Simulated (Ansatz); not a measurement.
# CHAlO+ (doublet): from Hartree-Fock to the top rungs, cc-pVDZ

Aim: climb from Hartree-Fock through coupled cluster and multireference methods for CHAlO+ (doublet) at one geometry and basis, and see what each rung misses.

Method: cc-pVDZ, core rule «outside noble gas», up to 7 orbitals frozen; program: Ansatz 0.2.0, Gaussian basis.

Plan: UHF; CCSD(T) on ROHF; CCSD(T) on UHF; BCCD(T) on ROHF; CISD; CCSDT(Q) on ROHF; CCSDT(Q) on UHF; CASSCF and MRCISD+Q, 9 electrons in 9 orbitals; CASSCF and NEVPT2, 9 electrons in 9 orbitals.

12 further runs of the same task are left out: 4 that didn't finish, 8 set aside as unsound or not needed.

## Step 1: The geometry

The geometry is a PBE0/def2-TZVP stationary point (not a proven minimum) of the parent state, kept for this charge and spin.

4 atoms, charge 1, spin multiplicity 2.

Atoms are counted from 1 here; the program's logs count them from 0.

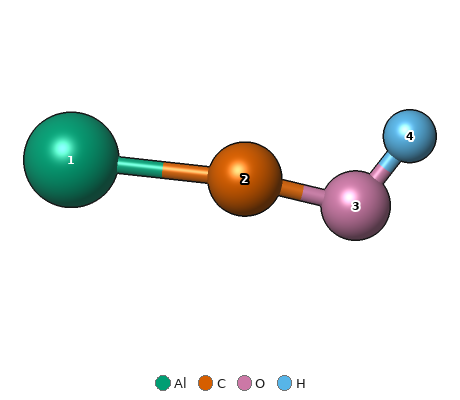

The geometry (aluminium teal, carbon orange, oxygen pink, hydrogen blue); atoms are numbered from 1 in the order of the file.

## Step 2: UHF

File in.yaml:

```yaml
crystal:
  periodic: [false, false, false]
  atoms:
    - {symbol: Al, position_ang: [-0.009921, -0.160643, 2.198879]}
    - {symbol: C, position_ang: [0.147232, -0.100915, 0.265352]}
    - {symbol: O, position_ang: [-0.026358, -0.287752, -0.980243]}
    - {symbol: H, position_ang: [-0.110953, 0.549310, -1.483988]}
basis:
  gaussian: {orbitals: cc-pVDZ}
total_charge: 1
magnetization: {spin_polarized: true, initial_magnetization: 1}
hamiltonian: {xc: hf}
output: {orbitals: {seedname: orbitals}}
```

Command:

```bash
$ ansatz run in.yaml --threads 1 --pin off --events-out ev --progress --plain --max-ram 2393MiB
```

The runs that follow: CCSD(T) on ROHF; CCSD(T) on UHF; BCCD(T) on ROHF; CISD; CCSDT(Q) on ROHF; CCSDT(Q) on UHF; CASSCF and MRCISD+Q, 9 electrons in 9 orbitals; CASSCF and NEVPT2, 9 electrons in 9 orbitals.

Q: Predict the results of all the runs planned. Wanted: UCCSDT(Q) below the RHF energy; RMP2 from UCCSDT(Q); UMP2 from UCCSDT(Q); RCCSD from UCCSDT(Q); RCCSD(T) from UCCSDT(Q); UCCSD(T) from UCCSDT(Q); RCCSDT(Q) from UCCSDT(Q); MRCISD+Q frontier from UCCSDT(Q); T1 diagnostic.

**Answer**, as computed:

| quantity | value |
| --- | --- |
| UCCSDT(Q) below the RHF energy | -9.9257 eV |
| RMP2 from UCCSDT(Q) | +28.28 kcal/mol |
| UMP2 from UCCSDT(Q) | +31.91 kcal/mol |
| RCCSD from UCCSDT(Q) | +8.74 kcal/mol |
| RCCSD(T) from UCCSDT(Q) | +1.42 kcal/mol |
| UCCSD(T) from UCCSDT(Q) | +1.56 kcal/mol |
| RCCSDT(Q) from UCCSDT(Q) | +0.14 kcal/mol |
| MRCISD+Q frontier from UCCSDT(Q) | +1.97 kcal/mol |
| levels within 1 kcal/mol (43 meV) | RCCSDT, UCCSDT, RCCSDT(Q) |
| T1 diagnostic | 0.029 |

**Reading.** RCCSD(T) misses by +1.42 kcal/mol, 0.6 % of the correlation energy. These misses are within one basis, not against nature; the frozen cores of restricted and unrestricted runs differ, which can shift their rows.
